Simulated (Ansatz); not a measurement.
The figure comes from a scan of HfO$_{2}$ (fluorite): a phonon pattern at Γ is frozen into a 3-atom cell, Q being the largest atomic displacement. These are r2SCAN (plane waves to 500 eV, PAW, scalar-relativistic; Ansatz, a program for electronic structure) values and carry that method's errors. k mesh 11×11×11 (Γ-centred), Fermi-Dirac smearing 0.05 eV. HfO2 is run without spin polarisation. HfO2 was relaxed with its symmetry unable to fall. Spin-orbit coupling is left out, though Hf is heavy. This is a high-temperature form of HfO2. 

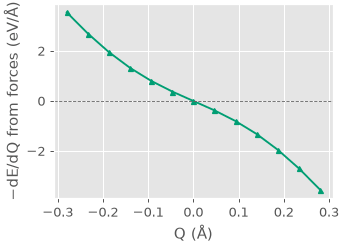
Figure. −dE/dQ from forces (eV/Å) against Q (Å); computed points joined by lines.

### Question
Turn the plot into a table (rounded to what can be read).

### Answer
To the nearest 0.1:

```json
[
 {"Q (Å)": "-0.280", "−dE/dQ from forces (eV/Å)": "3.5"},
 {"Q (Å)": "-0.233", "−dE/dQ from forces (eV/Å)": "2.7"},
 {"Q (Å)": "-0.187", "−dE/dQ from forces (eV/Å)": "1.9"},
 {"Q (Å)": "-0.140", "−dE/dQ from forces (eV/Å)": "1.3"},
 {"Q (Å)": "-0.093", "−dE/dQ from forces (eV/Å)": "0.8"},
 {"Q (Å)": "-0.047", "−dE/dQ from forces (eV/Å)": "0.4"},
 {"Q (Å)": "0.000", "−dE/dQ from forces (eV/Å)": "0.0"},
 {"Q (Å)": "0.047", "−dE/dQ from forces (eV/Å)": "-0.4"},
 {"Q (Å)": "0.093", "−dE/dQ from forces (eV/Å)": "-0.8"},
 {"Q (Å)": "0.140", "−dE/dQ from forces (eV/Å)": "-1.3"},
 {"Q (Å)": "0.187", "−dE/dQ from forces (eV/Å)": "-1.9"},
 {"Q (Å)": "0.233", "−dE/dQ from forces (eV/Å)": "-2.7"},
 {"Q (Å)": "0.280", "−dE/dQ from forces (eV/Å)": "-3.5"}
]
```

(For displaced atoms, the force is minus the slope of the energy, and its curvature is a force constant, which sets phonon frequencies.)
